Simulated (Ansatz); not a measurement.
# GeH₄S₂: basis-set convergence

How large a basis does GeH₄S₂ need? Two functionals are run in growing sets.

The runs use Ansatz 0.2.0, Gaussian basis; one geometry, several basis sets.

Levels to be run: PBE0-D4/def2-SVP; ωB97M-V/def2-SVP; PBE0-D4/def2-QZVPP; ωB97M-V/def2-QZVPP; the functionals' def2-TZVPP values are taken from earlier runs.

### 1 The geometry

All runs share one geometry, relaxed beforehand with PBE0-D4 in a triple-zeta def2 set.

SMILES `[SH][GeH2][SH]`, 7 atoms, charge 0, spin multiplicity 1.

Atoms are counted from 1 here; the program's logs count them from 0.

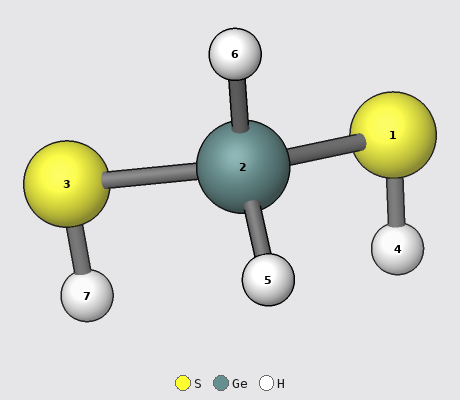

The structure; sulfur yellow, germanium teal, hydrogen white; atoms are numbered from 1 in the order of the file.

### 2 PBE0-D4 in def2-SVP

The input, in.yaml:

```yaml
crystal:
  periodic: [false, false, false]
  atoms:
    - {symbol: S, position_ang: [-1.995182, -0.110722, -0.168250]}
    - {symbol: Ge, position_ang: [0.072858, 0.572529, 0.270589]}
    - {symbol: S, position_ang: [1.429754, -1.038592, 0.977307]}
    - {symbol: H, position_ang: [-1.662285, -0.690901, -1.332645]}
    - {symbol: H, position_ang: [0.669243, 1.215685, -0.989241]}
    - {symbol: H, position_ang: [-0.055231, 1.549458, 1.442323]}
    - {symbol: H, position_ang: [1.602042, -1.565459, -0.245785]}
basis:
  gaussian: {orbitals: def2-SVP}
hamiltonian: {xc: pbe0, dispersion: d4}
output: {orbitals: {seedname: orbitals}}
```

On the command line:

```console
$ ansatz run in.yaml --threads 4 --pin off --events-out ev --progress --plain --max-ram 10444MiB
```

After this run come: ωB97M-V in def2-SVP; PBE0-D4 in def2-QZVPP; ωB97M-V in def2-QZVPP.

Q: Predict the results of all the runs planned. Wanted: PBE0-D4: double and triple zeta above quadruple; ωB97M-V: double and triple zeta above quadruple.

The runs gave:

| quantity | value |
| --- | --- |
| PBE0-D4: double and triple zeta above quadruple | 16.65, 1.89 eV |
| ωB97M-V: double and triple zeta above quadruple | 16.54, 1.83 eV |

What this shows: For PBE0-D4 the step from double to triple zeta gains 14.76 eV and the next only 1.89 eV. Total energies overstate the basis error of differences, where much of it tends to cancel. The LUMO of ωB97M-V is positive and keeps falling with the basis (1.99 to 1.14 eV): an unbound level that the basis holds in place.
